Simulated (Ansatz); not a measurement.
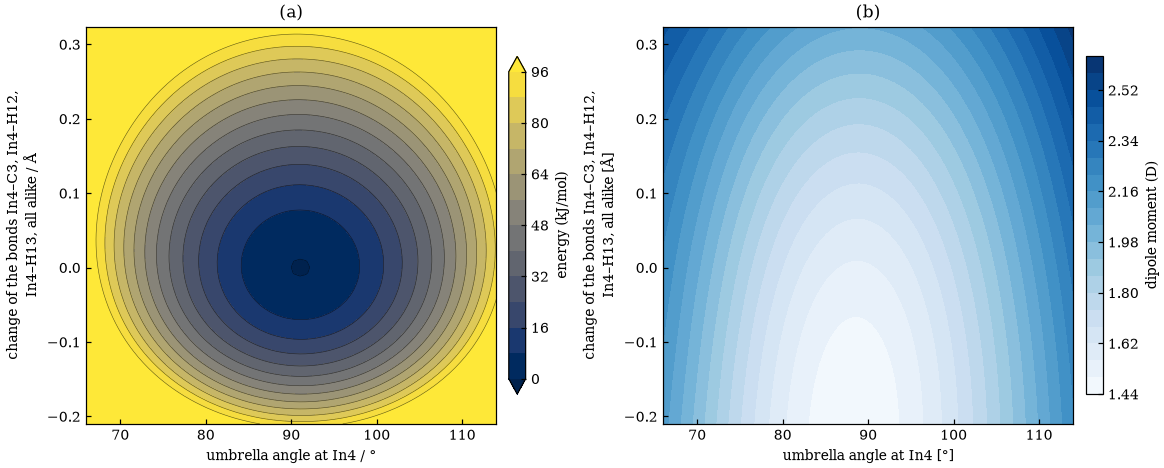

C₂H₉InSi, SMILES [SiH3]C[CH2][InH2]. Coordinates scanned: (1) umbrella angle at In4 (between each of its bonds and their common axis; 90 is planar); (2) change of the bonds In4–C3, In4–H12, In4–H13, all alike. Nothing is relaxed (all other coordinates rigid). The grid has 11 × 11 points. Points are written as (first, second). Energies are in kJ/mol, from the lowest grid point. Level of theory: RKS PBE-D4/def2-SVP in Ansatz 0.2.0.

Panel (a) is the energy and panel (b) the computed dipole moment on the same grid.

The picture shows filled contours, one colour for all values above the top of the scale. Between grid points the surface is interpolated.

### How does the dipole moment vary over the map, and what is it at the lowest grid point?

Leaving out the highest fifth of the energies, it runs from 1.46 D at (90.0°, −0.210 Å) to 2.42 D at (114.0°, 0.164 Å). At the lowest grid point, (90.0°, 0.004 Å), it is 1.56 D.

```csv
"second ↓, first →",66.0,70.8,75.6,80.4,85.2,90.0,94.8,99.6,104.4,109.2,114.0
0.324,2.48,2.36,2.23,2.12,2.06,2.04,2.08,2.16,2.28,2.44,2.60
0.271,2.41,2.28,2.14,2.03,1.96,1.94,1.98,2.07,2.20,2.36,2.54
0.218,2.36,2.22,2.06,1.94,1.86,1.84,1.89,1.99,2.13,2.29,2.48
0.164,2.31,2.16,1.99,1.85,1.77,1.75,1.80,1.91,2.06,2.23,2.42
0.111,2.27,2.10,1.93,1.78,1.70,1.68,1.73,1.84,2.00,2.18,2.38
0.057,2.24,2.06,1.87,1.72,1.63,1.61,1.67,1.78,1.95,2.14,2.34
0.004,2.21,2.02,1.83,1.67,1.58,1.56,1.62,1.74,1.90,2.10,2.30
−0.050,2.18,1.99,1.79,1.63,1.53,1.51,1.57,1.70,1.87,2.06,2.27
−0.103,2.16,1.96,1.76,1.60,1.50,1.48,1.55,1.67,1.84,2.04,2.25
−0.156,2.14,1.94,1.74,1.57,1.48,1.46,1.53,1.66,1.83,2.02,2.23
−0.210,2.12,1.92,1.72,1.56,1.47,1.46,1.52,1.65,1.82,2.01,2.21
```
